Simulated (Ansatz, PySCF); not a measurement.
Potential energy curve for BeH (cation, charge +1), singlet.

Levels: UKS-B3LYP/6-311+G** = unrestricted B3LYP/6-311+G**, spherical d in PySCF; UCCSD(T) = Ansatz (a first-principles code) with CCSD(T) on UHF/cc-pVTZ, frozen core; UKS-CAM-B3LYP = unrestricted CAM-B3LYP/cc-pVTZ run with PySCF; RKS-BHandHLYP = restricted BHandHLYP/cc-pVTZ run with PySCF.

Energies are in kJ/mol, each relative to the lowest point of its own curve near equilibrium.

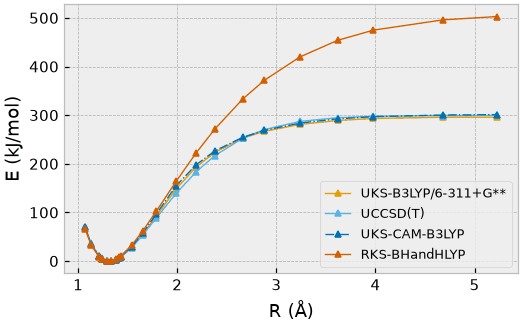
Figure. Energy against bond length for each method.

| R / Å | UKS-B3LYP/6-311+G** | UCCSD(T) | UKS-CAM-B3LYP | RKS-BHandHLYP |
|---|---|---|---|---|
| 1.07 | 69.5 | 70.7 | 69.0 | 66.4 |
| 1.13 | 36.0 | 36.8 | 35.6 | 33.4 |
| 1.21 | 10.3 | 10.6 | 9.9 | 8.7 |
| 1.24 | 5.0 | 5.3 | 4.7 | 3.8 |
| 1.29 | 0.4 | 0.6 | 0.3 | 0.0 |
| 1.33 | 0.0 | 0.0 | 0.0 | 0.2 |
| 1.38 | 2.7 | 2.6 | 2.9 | 3.7 |
| 1.41 | 5.8 | 5.5 | 6.2 | 7.4 |
| 1.43 | 8.3 | 8.0 | 8.8 | 10.3 |
| 1.54 | 28.2 | 27.4 | 29.6 | 32.4 |
| 1.65 | 54.6 | 52.9 | 57.1 | 61.3 |
| 1.79 | 92.8 | 88.8 | 97.2 | 102.8 |
| 1.99 | 148.7 | 139.4 | 154.9 | 164.1 |
| 2.19 | 193.3 | 183.3 | 197.9 | 222.2 |
| 2.38 | 223.6 | 216.9 | 226.6 | 271.6 |
| 2.66 | 252.5 | 252.4 | 254.4 | 333.0 |
| 2.88 | 266.8 | 270.5 | 268.8 | 371.8 |
| 3.24 | 281.1 | 287.2 | 283.8 | 419.9 |
| 3.62 | 289.1 | 294.8 | 292.5 | 454.0 |
| 3.98 | 293.1 | 297.6 | 296.8 | 474.8 |
| 4.68 | 295.8 | 299.3 | 300.3 | 495.9 |
| 5.23 | 295.7 | 299.6 | 301.1 | 502.8 |

At the longest distance, 5.23 Å, RKS-BHandHLYP lies highest above its minimum (502.8 kJ/mol) and UKS-B3LYP/6-311+G** lowest (295.7 kJ/mol).

The unrestricted determinant behind UKS-B3LYP/6-311+G** is spin-contaminated at 1.99 to 5.23 Å (<S²> up to 0.9, against 0.00 for a pure singlet). The unrestricted determinant behind UCCSD(T) is spin-contaminated at 1.65 to 5.23 Å (<S²> up to 1.0, against 0.00 for a pure singlet). With two correlated electrons CCSD is exact in the basis where it finds the lowest root (UCCSD(T)). The unrestricted determinant behind UKS-CAM-B3LYP is spin-contaminated at 1.99 to 5.23 Å (<S²> up to 1.0, against 0.00 for a pure singlet). At the longest distance RKS-BHandHLYP leaves fractional charges on the fragments, a sign of delocalisation error or of the restricted form. The restricted form behind RKS-BHandHLYP keeps the bonding electrons paired and can't separate into open-shell fragments.
